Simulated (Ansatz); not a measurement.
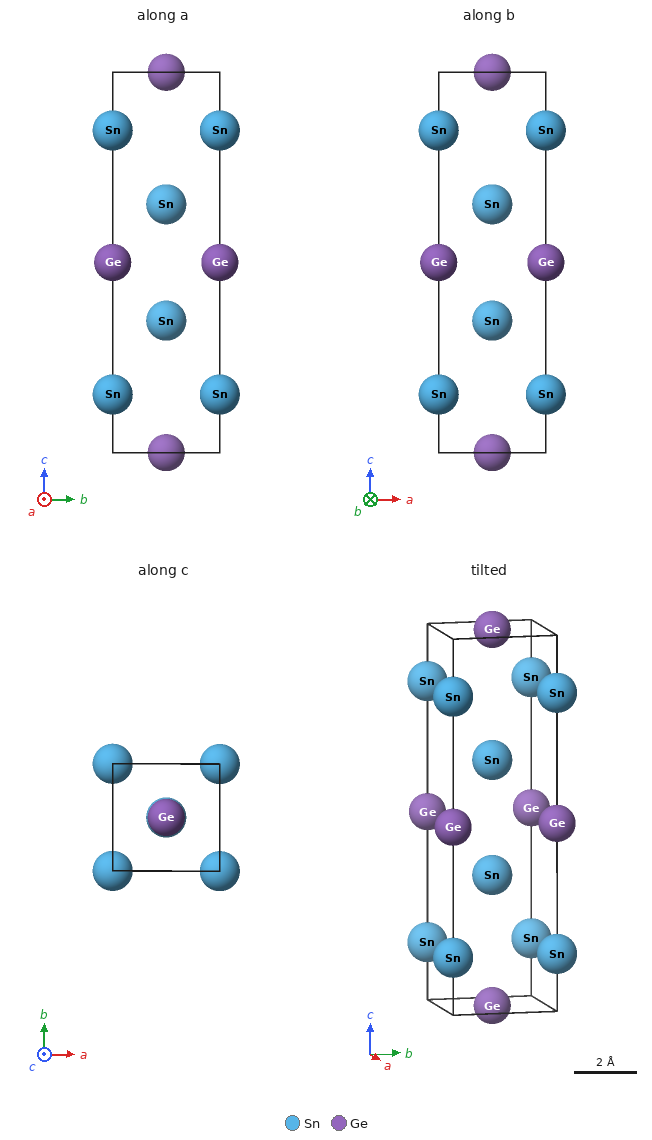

The crystal in a spheres-only representation, seen along the a axis, along the b axis, along the c axis and slightly off an axis. One drawn cell (a repeat of the simulation cell) is outlined, and atoms on its boundary appear in each equivalent place.

Lattice parameters: a = 3.482 Å, b = 3.482 Å, c = 12.365 Å, α = 90.00°, β = 90.00°, γ = 90.15°. Put a along x and b in the xy plane.

Q: Put the structure into a POSCAR file, with free fractional coordinates to two decimals.

A:
```
Sn Ge
1.0
     3.482    0.000    0.000
    -0.009    3.482    0.000
     0.000    0.000   12.365
Sn Ge
4 2
Direct
  0.50 0.50 0.35
  0.00 0.00 0.85
  0.00 0.00 0.15
  0.50 0.50 0.65
  0.50 0.50 0.00
  0.00 0.00 0.50
```

The structure comes from a structure type filled with these elements by a generator (whether the compound takes this form wasn't checked). The structure drawn was relaxed with DFT PBE, scalar-relativistic, plane waves, PAW (Ansatz).
